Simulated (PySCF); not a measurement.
## A study: CH4O, SMILES `CO`

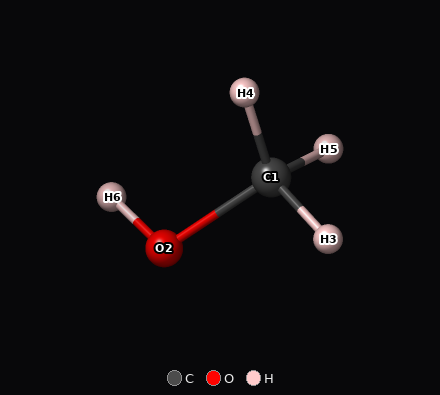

The molecule, with its atoms numbered as below. No frequency check shows the geometry to be a minimum.

Coordinates in Å:

```
C1       0.6597    0.0200    0.0001
O2      -0.7392   -0.1228   -0.0000
H3       1.0734   -0.9866   -0.0062
H4       1.0137    0.5436    0.8946
H5       1.0127    0.5544   -0.8889
H6      -1.1443    0.7507    0.0004
```

## 1. Removing or adding an electron

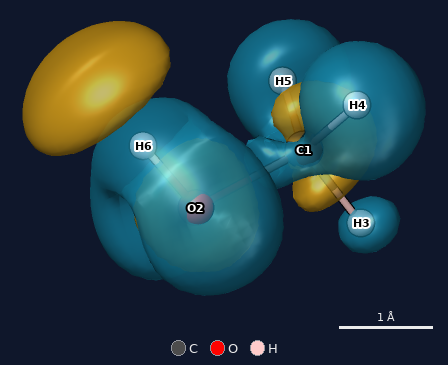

Dual descriptor f⁺ − f⁻ at ±0.03 e/Å³ (yellow positive, teal negative).

Method: PBE/def2-TZVP; geometry: GFN2-xTB; program: PySCF.

Question: Which atoms come out as electrophilic, and which as nucleophilic?

Answer: Electrophilic (positive): H6 (+0.24). Nucleophilic (negative): O2 (−0.28). f⁻ (Hirshfeld-condensed) is largest on O2 (0.39); the vertical ionisation energy is 10.62 eV. f⁺ (Hirshfeld-condensed) is largest on H6 (0.35); the vertical electron affinity is −2.53 eV (the stability of the anion's solution wasn't checked; negative, but this basis has no diffuse functions, so it doesn't show that the anion is unbound).

## 2. Localised orbitals

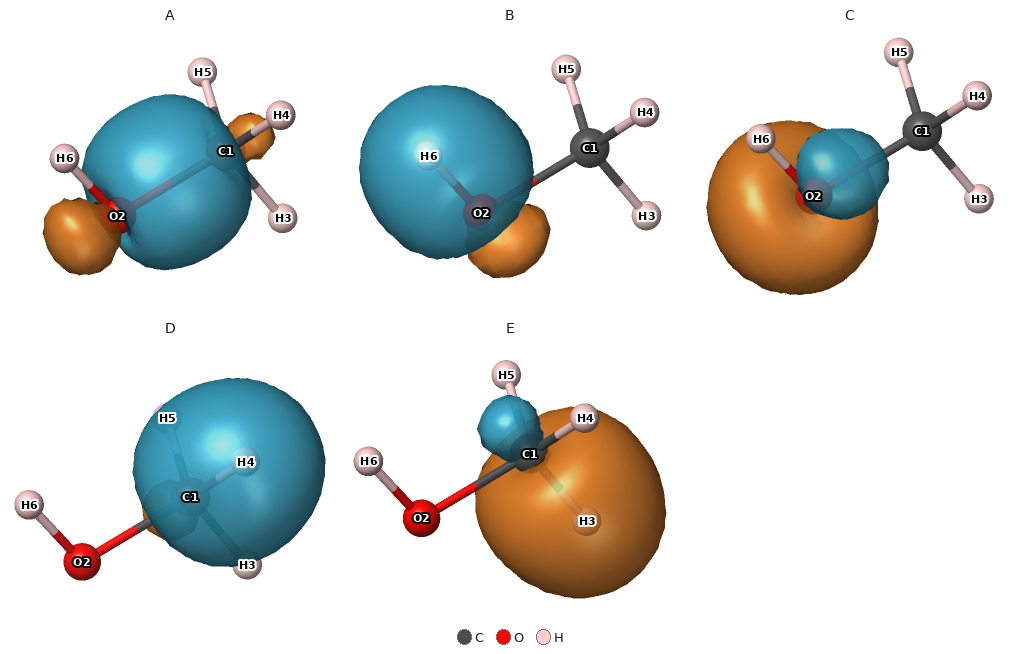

Foster–Boys orbitals, occupied; each surface holds about 85 % of the orbital's density. Energies are diagonal elements of the Fock matrix.

PySCF calculation, ωB97X/def2-SVPD, gas phase; geometry: GFN2-xTB.

Question: Name the orbitals, with their atomic make-up and energies.

Answer: By panel:
- A: σ bond O2–C1 (O2 63 %, C1 37 %; −21.9 eV)
- B: σ bond O2–H6 (O2 66 %, H6 33 %; −21.7 eV)
- C: lone pair on O2 (sp2.6-type) (O2 98 %; −15.2 eV)
- D: σ bond C1–H4 (C1 54 %, H4 45 %; −16.2 eV)
- E: σ bond C1–H3 (C1 55 %, H3 44 %; −16.3 eV)

Question: How do all the valence pairs divide up?

Answer: 7 pairs: 5 σ bonds and 2 lone pairs.

## 3. Stretching a bond

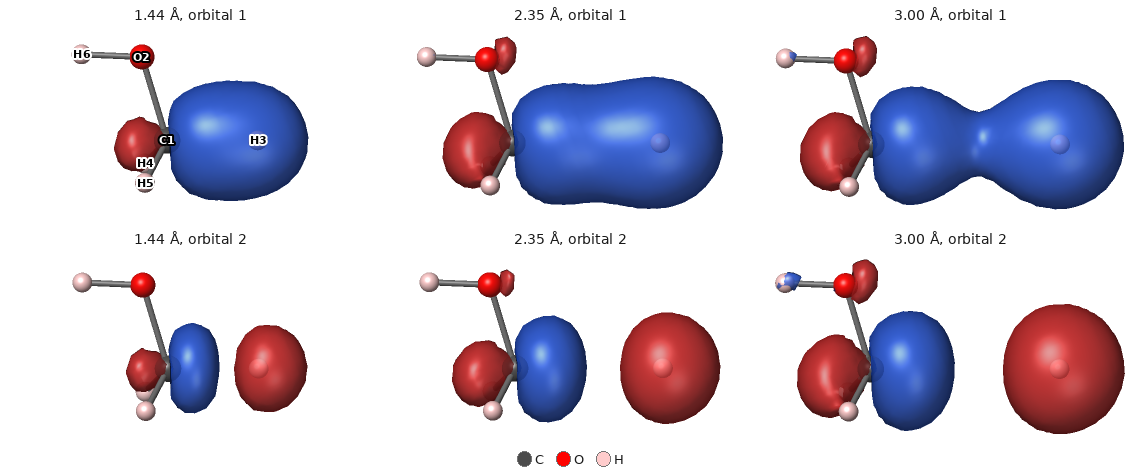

Rigid stretch of the C1–H3 bond. The two CASSCF(2,2) natural orbitals nearest half filling (orbital 1 the more occupied).

Level of theory: 6-31G* basis (PySCF), at a geometry from GFN2-xTB.

Question: How do the occupations change along the stretch?

Answer: 1.44 Å: 1.95 and 0.05; 2.35 Å: 1.60 and 0.40; 3.00 Å: 1.27 and 0.73. At the longest distance computed (3.00 Å) they are 1.27 and 0.73, and the effective number of unpaired electrons is 1.7.

Question: Where does the UHF solution part from RHF?

Answer: Between 1.44 Å (⟨S²⟩ = 0, the two coincide) and 1.66 Å (⟨S²⟩ = 0.08); at 3.00 Å ⟨S²⟩ is 0.99 and UHF lies 3.7 eV below RHF.

Question: How much energy does the stretch cost?

Answer: By CASSCF, 4.3 eV from the lowest point of the scan (1.07 Å) to 3.00 Å; RHF gives 7.6 eV from its own lowest point. The fragments aren't relaxed and dynamic correlation is missing, so this isn't a bond dissociation energy.

The PySCF runs shown took 38 s, 2.5 s and 5.4 s on 1 thread of AMD EPYC 9R45 96-Core Processor (Zen 5), on a shared host.
